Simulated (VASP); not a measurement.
Band structure of MoSeS (space group Amm2). Computed with modified Becke-Johnson potential (mBJ), VASP's PBE PAW potentials (set 64) (plane waves; VASP).

mBJ is a potential without an energy functional, so only the levels count. Without a dispersion term in the relaxation, distances and binding between the weakly bound layers, chains or molecules are unreliable, and so is what depends on them.

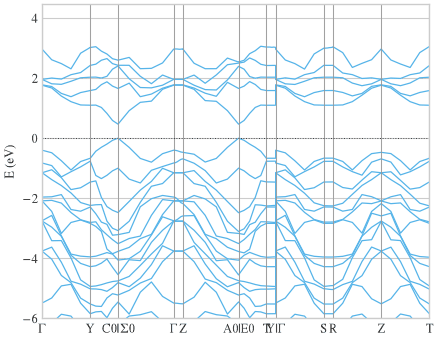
Fig. 1. Bands along high-symmetry lines, zero at the valence-band maximum or, without a gap, the Fermi level

**Question.** Read the plot: is there a gap, and where are the band edges?

**Answer.** The gap is direct, 0.47 eV, from the valence maximum at Σ0 to the conduction minimum at Σ0.

The structure comes from a computed database's MoSeS entry (Amm2); how it stands against other phases isn't given here. It was relaxed first, which changed the volume by -25 %. The k-mesh is coarse (spacing up to 0.43 per Å, 2π included), so the numbers may not be converged in it. The cell's shape comes from a PBE relaxation.
